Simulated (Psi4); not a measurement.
**MP3/def2-SVPD run of AlClF2 (SMILES [F][Al]([F])[Cl])**

What is the energy change on altering one bond length of AlClF2 at MP3/def2-SVPD? 

The calculation is run with Psi4 1.11.

1 further run of the same task is left out (set aside as unsound or not needed).

## Step 1: Starting point

AlClF2: 4 atoms, total charge 0, spin state singlet. As SMILES, `[F][Al]([F])[Cl]`. The shape is that of a PBE0-D4/def2-TZVP optimisation.

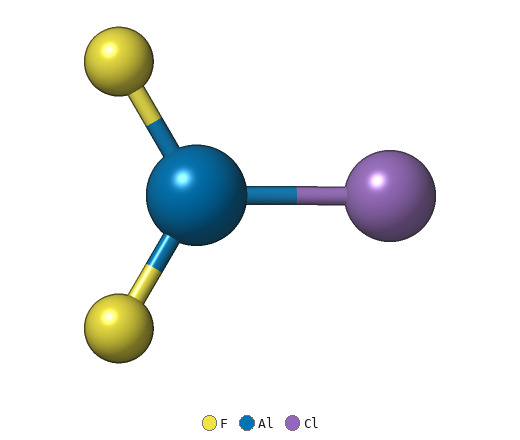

Viewed from a chosen angle; fluorine yellow, aluminium blue, chlorine purple.

## Step 2: The energy at MP3/def2-SVPD

Contents of input.inp:

```
memory 2200 MB

molecule mol {
  0 1
  F      1.88443489     1.36392873     2.17250474
  Al     0.13092023    -0.09590360     0.10123263
  F      0.51682120    -3.12526686    -0.31116230
  Cl    -2.53219521     1.85724173    -1.96259396
  units bohr
  symmetry c1
}

set {
  puream          true
  e_convergence   1e-09
  d_convergence   1e-08
  scf_type        pk
  num_frozen_docc 12
  mp_type         conv
}

energy('mp3/def2-SVPD')
```

Started as:

```bash
$ psi4 input.inp input.out -n 1
```

input.out:

```text
[...]
  Running in c1 symmetry.
[...]
  Nuclear repulsion =  198.347935375407332
[...]
  Multiplicity = 1
[...]
  Nalpha       = 24
  Nbeta        = 24
[...]
    Number of basis functions: 97
[...]
   @RHF iter   1:  -900.06804283897623   -9.71648e-01   5.36235e-03 DIIS/ADIIS
[...]
   @RHF iter  10:  -900.16419481266746   -1.88720e-11   6.11711e-09 DIIS
[...]
    Orbital Energies [Eh]
    ---------------------
    Doubly Occupied:
       1A   -104.820426     2A    -58.562098     3A    -26.290404
       4A    -26.290402     5A    -10.582516     6A     -8.056871
       7A     -8.054942     8A     -8.054708     9A     -4.987156
      10A     -3.308050    11A     -3.306799    12A     -3.306276
      13A     -1.556160    14A     -1.546960    15A     -1.110213
      16A     -0.729940    17A     -0.695153    18A     -0.673715
      19A     -0.667427    20A     -0.654113    21A     -0.648912
      22A     -0.564713    23A     -0.500412    24A     -0.495777
[...]
  @RHF Final Energy:  -900.16419481266746
   => Energetics <=
    Nuclear Repulsion Energy =            198.3479353754073315
    One-Electron Energy =               -1646.0959807048668608
    Two-Electron Energy =                 547.5838505167920403
    Total Energy =                       -900.1641948126674606
[...]
 Multipole Moments:
 ------------------------------------------------------------------------------------
     Multipole            Electronic (a.u.)      Nuclear  (a.u.)        Total (a.u.)
 ------------------------------------------------------------------------------------
 L = 1.  Multiply by 2.5417464519 to convert [e a0] to [Debye]
 Dipole X            :          0.6831181           -0.8142203           -0.1311022
 Dipole Y            :         -0.5007956            0.5972125            0.0964170
 Dipole Z            :          0.5289928           -0.6311056           -0.1021127
 Magnitude           :                                                    0.1921224
[...]
	SCS-MP2 Total Energy (a.u.)        :  -900.73500827493353
	SOS-MP2 Total Energy (a.u.)        :  -900.72323082979233
[...]
	SOS-PI-MP2 Total Energy (a.u.)     :  -900.76623360034034
[...]
	MP2 Total Energy (a.u.)            :  -900.75856316521617
[...]
	SCS-MP3 Total Energy (a.u.)        :  -900.73667730349814
[...]
	MP3 Total Energy (a.u.)            :  -900.76523927947471
[...]
```

Run time: 31 s. Hardware: 1 thread of Intel Xeon at 2.50GHz (Skylake/Cascade Lake), shared host; peak memory 0.71 GiB.

## Step 3: The distorted shape, same level

Contents of alclf2.in:

```
memory 2.2 GB

molecule m {
  0 1
  F      1.136386     0.837635     1.314049
  Al     0.069280    -0.050750     0.053570
  F      0.273490    -1.653820    -0.164660
  Cl    -1.339980     0.982810    -1.038560
  symmetry c1
}

set basis def2-SVPD
set puream true
set e_convergence 1e-09
set d_convergence 1e-08
set scf_type pk
set num_frozen_docc 12
set mp_type conv

e, wfn = energy('mp3', return_wfn=True)
```

Started as:

```bash
$ psi4 alclf2.in alclf2.out -n 1
```

alclf2.out:

```text
[...]
  Running in c1 symmetry.
[...]
  Nuclear repulsion =  190.796850735955047
[...]
  Multiplicity = 1
[...]
  Nalpha       = 24
  Nbeta        = 24
[...]
    Number of basis functions: 97
[...]
   @RHF iter   1:  -900.03286519677795   -1.08114e+00   5.50796e-03 DIIS/ADIIS
[...]
   @RHF iter  11:  -900.14027698756797   -1.78488e-11   5.91898e-09 DIIS
[...]
    Orbital Energies [Eh]
    ---------------------
    Doubly Occupied:
       1A   -104.832523     2A    -58.598398     3A    -26.303249
       4A    -26.261746     5A    -10.594375     6A     -8.068748
       7A     -8.066725     8A     -8.066484     9A     -5.015079
      10A     -3.337135    11A     -3.335464    12A     -3.332704
      13A     -1.563600    14A     -1.489297    15A     -1.120974
      16A     -0.727398    17A     -0.676729    18A     -0.672707
      19A     -0.644576    20A     -0.611333    21A     -0.610798
      22A     -0.573382    23A     -0.510537    24A     -0.505796
[...]
  @RHF Final Energy:  -900.14027698756797
   => Energetics <=
    Nuclear Repulsion Energy =            190.7968507359550472
    One-Electron Energy =               -1630.8347423559489471
    Two-Electron Energy =                 539.8976146324258707
    Total Energy =                       -900.1402769875679724
[...]
 Multipole Moments:
 ------------------------------------------------------------------------------------
     Multipole            Electronic (a.u.)      Nuclear  (a.u.)        Total (a.u.)
 ------------------------------------------------------------------------------------
 L = 1.  Multiply by 2.5417464519 to convert [e a0] to [Debye]
 Dipole X            :          0.4421633           -0.8468487           -0.4046853
 Dipole Y            :         -0.6462203            0.5700488           -0.0761715
 Dipole Z            :          0.2586957           -0.6696468           -0.4109511
 Magnitude           :                                                    0.5817672
[...]
	SCS-MP2 Total Energy (a.u.)        :  -900.71879600353816
	SOS-MP2 Total Energy (a.u.)        :  -900.70684763866382
[...]
	SOS-PI-MP2 Total Energy (a.u.)     :  -900.75042999644052
[...]
	MP2 Total Energy (a.u.)            :  -900.74269273328650
[...]
	SCS-MP3 Total Energy (a.u.)        :  -900.71974781025517
[...]
	MP3 Total Energy (a.u.)            :  -900.74649996015467
[...]
```

Wall time 29 s (1 thread of Intel Xeon at 2.50GHz (Skylake/Cascade Lake), shared host); peak memory 0.71 GiB.

## Step 4: Results

At MP3/def2-SVPD, 12 core orbitals frozen:

| quantity | value |
| --- | --- |
| first shape: total energy | -900.76524 Eh |
| first shape: HOMO energy (Hartree–Fock orbitals) | -13.49 eV |
| first shape: LUMO energy (Hartree–Fock orbitals) | 0.69 eV |
| first shape: HOMO–LUMO gap (Hartree–Fock orbitals) | 14.18 eV |
| first shape: correlation energy (12 core orbitals frozen) | -601.0 mEh |
| distorted shape: total energy | -900.74650 Eh |
| distorted shape: HOMO energy (Hartree–Fock orbitals) | -13.76 eV |
| distorted shape: LUMO energy (Hartree–Fock orbitals) | 0.48 eV |
| distorted shape: HOMO–LUMO gap (Hartree–Fock orbitals) | 14.24 eV |
| distorted shape: correlation energy (12 core orbitals frozen) | -606.2 mEh |
| energy change with the F1–Al2 bond stretched from 1.631 to 1.875 Å | 0.510 eV |

With the F1–Al2 bond stretched from 1.631 to 1.875 Å the energy rises by 0.51 eV (11.8 kcal/mol). The first shape isn't relaxed at this level, so the change isn't measured from a minimum.
